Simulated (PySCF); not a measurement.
# (SiH3)2PH: geometry, spin-spin couplings

What spin-spin couplings should (SiH3)2PH (`[SiH3]P[SiH3]`) show?

Computed with PySCF 2.14.0, with density-fitted response routines of our own, on a single molecule in the gas phase. Atoms are numbered from 0 throughout.

## Step 1: The molecule as given

10 atoms, charge 0, multiplicity 1; geometry from: GFN2-xTB. The atoms were then displaced at random by about 0.01 Å, so the start is not that level's minimum.

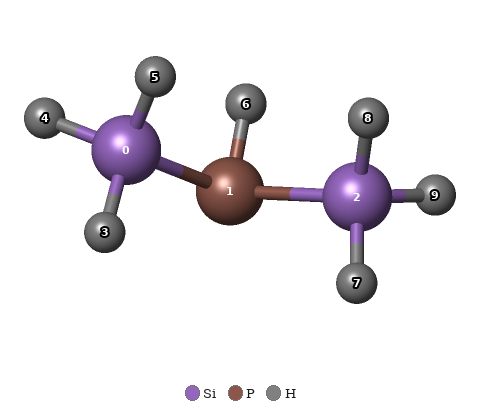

As it starts; silicon purple, phosphorus brown, hydrogen grey, atoms numbered.

## Step 2: Geometry optimisation at PBE0-D3(BJ)/def2-SVP

What the job is given:

```
{"job": {"xc": "PBE0", "basis": "def2-SVP", "d3": "d3bj", "grid": 1, "shake": 0.01, "kind": "geom"}, "charge": 0, "multiplicity": 1}
Si    -1.728300    -0.092440    -0.074630
P      0.062840     1.115050    -0.588470
Si     1.711450    -0.271200    -0.071450
H     -1.908350    -1.022240    -1.169090
H     -2.864070     0.871500    -0.012290
H     -1.640770    -0.783240     1.190520
H      0.115500     1.824590     0.597250
H      1.839410    -1.235650    -1.154700
H      1.522060    -0.968630     1.224980
H      2.940650     0.541340     0.036840
```

Command:

```console
$ OMP_NUM_THREADS=1 python probes_run.py task.json out
```

This one command runs all jobs of the session in turn.

**Question.** This job is followed by: B3LYP/6-31G* indirect spin-spin coupling, non-relativistic, gas phase. Predict these results of the whole session: point group; rotational constants (main isotopes); largest coupling of the table (B3LYP/6-31G*).

**Answer**, as computed:

| quantity | value |
| --- | --- |
| point group | Cs |
| rotational constants (main isotopes) | 8.17, 2.56, 2.07 GHz |
| largest coupling of the table (B3LYP/6-31G*) | ¹J(Si,H) Si0–H3, -188.6 Hz |

Over 4 steps the energy fell by 0.130 eV; of the close pairs, Si0–H5 changed most, 1.444 to 1.495 Å. No frequency check was run at this level, so the end point may be a saddle. In the run at B3LYP/6-31G*, the largest coupling of the table is Si0–H3 (mean over like pairs), -188.6 Hz, of which the Fermi-contact term gives -188.8 Hz. The 2 measured couplings differ from the computed sizes by 14.2 Hz on average; vibrational averaging and surroundings are not included. Couplings from bases without tight functions are rough.
